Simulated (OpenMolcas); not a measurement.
**Single-point calculation of Si2 (part 1 of 2)**

The run: single-point calculation of Si2 (disilicon), multiplicity 3, SMILES [Si]=[Si]. Method and program: CASPT2/ANO-S-VTZP (OpenMolcas 26.06).

The geometry comes from this level: GFN2-xTB.

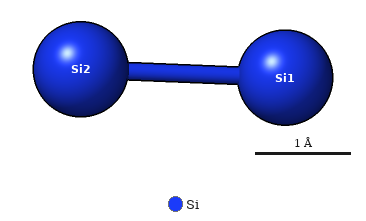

The structure as given in the input (ball-and-stick view, seen at a tilt; atoms are numbered from 1 in the order of the input). Bond lengths as drawn: Si–Si 2.17 Å.

The input
```
* Si2 CASPT2

&GATEWAY
 Coord
 2
 angstrom
 Si       0.000000       0.000000       0.000000
 Si       0.000000       0.000000       2.174210
 Basis=ANO-S-VTZP
 Group=NoSym
 RICD

&SEWARD

&RASSCF
 FileOrb=$CurrDir/step2.RasOrb
 Spin=3
 Nactel=8 0 0
 Inactive=10
 Ras2=8
 OrbListing=Nothing
 OrbAppear=Compact

&CASPT2
 Imaginary=0.2
```

Hardware: 1 thread of Arm Neoverse V1, 24 GiB of memory available, shared host.

Launch command:
```bash
export MOLCAS_MEM=1860
pymolcas step3.inp > step3.log
```

Output
```
--- Start Module: gateway ---

                                              &GATEWAY

                       available to each process: 1.9 GB of memory, 1 thread

++    Symmetry information:
      ---------------------

                    Character Table for C1

                             E
                    a        1  x, y, xy, Rz, z, xz, Ry, yz, Rx, I
--

++    Basis set information:
      ----------------------

      Basis set label: SI.ANO-S...5S4P2D.

      Electronic valence basis set:
      ------------------
      Associated Effective Charge  14.000000 au
      Associated Actual Charge     14.000000 au
      Nuclear Model: Point charge

      Shell  nPrim  nBasis  Cartesian Spherical Contaminant
         s      13       5        X
         p      10       4        X
         d       4       2                 X
--

++    Molecular structure info:
      -------------------------

                    ************************************************
                    **** Cartesian Coordinates / bohr, angstrom ****
                    ************************************************

     Center  Label                x              y              z                     x              y              z
        1      SI1              0.000000       0.000000       0.000000              0.000000       0.000000       0.000000
        2      SI2              0.000000       0.000000       4.108661              0.000000       0.000000       2.174210
--

            Nuclear Potential Energy             47.70410092 au

--- Stop Module: gateway /rc=_RC_ALL_IS_WELL_ ---

--- Start Module: seward ---

                                              &SEWARD

                       available to each process: 1.9 GB of memory, 1 thread

               SEWARD will generate:
                  Multipole Moment integrals up to order  2
                  Kinetic Energy integrals
                  Nuclear Attraction integrals (point charge)
                  One-Electron Hamiltonian integrals
                  Velocity integrals
                  Orbital angular momentum around (  0.0000   0.0000   2.0543 )
                  Velocity quadrupole around (  0.0000   0.0000   2.0543 )
                  RI decomposed two-electron repulsion integrals stored Cholesky style
                   - acCD auxiliary basis
                   - CD Threshold:   1.00E-04

                   Integrals are discarded if absolute value <: 1.00E-14
                   Integral cutoff threshold is set to       <: 1.00E-16

            Nuclear Potential Energy             47.70410092 au

      Basis set specifications :
      Symmetry species         a
      Basis functions           54

--- Stop Module: seward /rc=_RC_ALL_IS_WELL_ ---

--- Start Module: rasscf ---

                                              &RASSCF

                       available to each process: 1.9 GB of memory, 1 thread

      Header of the ONEINT file:
      --------------------------

      OrdInt status: non-squared

      Cartesian coordinates in angstrom:
      -----------------------------------------------------
      No.  Label        X            Y            Z
      -----------------------------------------------------
       1   SI1        0.00000000   0.00000000   0.00000000
       2   SI2        0.00000000   0.00000000   2.17421000
      -----------------------------------------------------
      Nuclear repulsion energy =   47.70410092

++    Wave function specifications:
      -----------------------------

      Number of closed shell electrons          20
      Number of electrons in active shells       8
      Max number of holes in RAS1 space          0
      Max nr of electrons in RAS3 space          0
      Number of inactive orbitals               10
      Number of active orbitals                  8
      Number of secondary orbitals              36
      Spin quantum number                      1.0
      State symmetry                             1
--

++    Orbital specifications:
      -----------------------

      Symmetry species                           1
                                                 a
      Frozen orbitals                            0
      Inactive orbitals                         10
      Active orbitals                            8
      RAS1 orbitals                              0
      RAS2 orbitals                              8
      RAS3 orbitals                              0
      Secondary orbitals                        36
      Deleted orbitals                           0
      Number of basis functions                 54
--

++    CI expansion specifications:
      ----------------------------

      Number of CSFs                          2352
      Number of determinants                  3136
      Number of root(s) required                 1
      Root chosen for geometry opt.              1
      CI root used                               1

      highest root included in the CI            1
      max. size of the explicit Hamiltonian    200
--

++    Optimization specifications:
      ----------------------------

      RASSCF algorithm: LK RI/DF
      Maximum number of macro iterations       200
      Maximum number of SX iterations          100
      Threshold for RASSCF energy            1.000E-08
      Threshold for max MO rotation          1.000E-01
      Threshold for max BLB element          1.000E-04
      Level shift parameter                  5.000E-01
      Make Quasi-Newton update
--

      The MO-coefficients are taken from the file:
      step2.RasOrb
      Title: RASSCF average (pseudo-natural) orbitals

      Total molecular charge    0.00

      ************************************************************************************************************************
      *                                            Wave function control section                                             *
      ************************************************************************************************************************

                                         RASSCF iterations: Energy and convergence statistics
                                         ----------------------------------------------------

          iter iter root      energy       change     param      element    value   shift minimum  type update hh:mm:ss
 Nr of preliminary CI iterations:   5
        1   1    3    1  -577.82087887    0.00E+00  -2.01E-04   15  29 1 -7.02E-05   0.28   0.00    SX    NO    0:00:00
        2   1    3    1  -577.82087892   -4.69E-08*  6.59E-05   15  29 1 -2.98E-05   0.28   0.00    SX    NO    0:00:00
        3   1    3    1  -577.82087893   -7.07E-09   3.02E-05   15  29 1 -1.48E-05   0.28   0.00    SX    NO    0:00:00
        4   6    3    1  -577.82088142   -2.49E-06* -1.73E-04   15  43 1  5.12E-05   0.28   0.00    SX    NO    0:00:00
        5   1    3    1  -577.82088145   -3.12E-08* -8.50E-05   13  28 1 -2.08E-05   0.28   1.51    QN   YES    0:00:00
        6   3    3    1  -577.82088146   -9.89E-09   6.70E-05   15  29 1  1.27E-05   0.28   1.15    QN   YES    0:00:00
      Convergence after  6 iterations
        7   1    3    1  -577.82088146   -8.81E-10   6.70E-05   15  43 1 -6.18E-06   0.28   1.15    QN   YES    0:00:00

      ************************************************************************************************************************
                                                      Wave function printout:
                       occupation of active orbitals, and spin coupling of open shells (u,d: Spin up or down)
      ************************************************************************************************************************

      Note: transformation to natural orbitals
      has been made, which may change the order of the CSFs.

      printout of CI-coefficients larger than  0.05 for root  1
      energy=    -577.820881
      conf/sym  11111111     Coeff  Weight
            77  22uu2000   0.93682 0.87763
            85  22uu0020  -0.16704 0.02790
           129  2uu2d0u0   0.10076 0.01015
           188  22u0u0du  -0.05229 0.00273
           197  2u202u00   0.05364 0.00288
           251  220uuud0   0.12138 0.01473
           341  ud2u2u00   0.06748 0.00455
           398  2uud200u   0.08978 0.00806
           461  2u022u00  -0.12372 0.01531
          1229  20uu2200  -0.07957 0.00633
          1234  20uu2020  -0.06252 0.00391

      Natural orbitals and occupation numbers for root  1
      sym 1:   1.982396   1.922331   0.970104   1.022599   1.896082   0.064440   0.112025   0.030024

      ************************************************************************************************************************
      *                                                    Final results                                                     *
      ************************************************************************************************************************

++    Final optimization conditions:
      ------------------------------

      Average CI energy                            -577.82088146
      RASSCF energy for state  1                   -577.82088146
      Super-CI energy                                -0.00000000
      RASSCF energy change                            0.00000000
      Max change in MO coefficients              -1.117E-04
      Max non-diagonal density matrix element     6.700E-05
      Maximum BLB matrix element                 -6.183E-06
      (orbital pair  15,  43 in symmetry   1)
      Norm of electronic gradient            1.686E-05
--

      Final state energy(ies):
      ------------------------

::    RASSCF root number  1 Total energy:   -577.82088146
      Von Neumann Entropy (Root   1) =  1.62518

      Mulliken population analysis for root number:  1
      -----------------------------------------------

++    Molecular charges:
      ------------------

      Mulliken charges per centre
      ---------------------------

                SI1     SI2
      Total   14.0000 14.0000

      N-E     -0.0000  0.0000

      Total electronic charge=   28.000000

      Total            charge=   -0.000000
--

      Expectation values of various properties for root number:  1
      -----------------------------------------------------------

++    Molecular properties:
      ---------------------
```
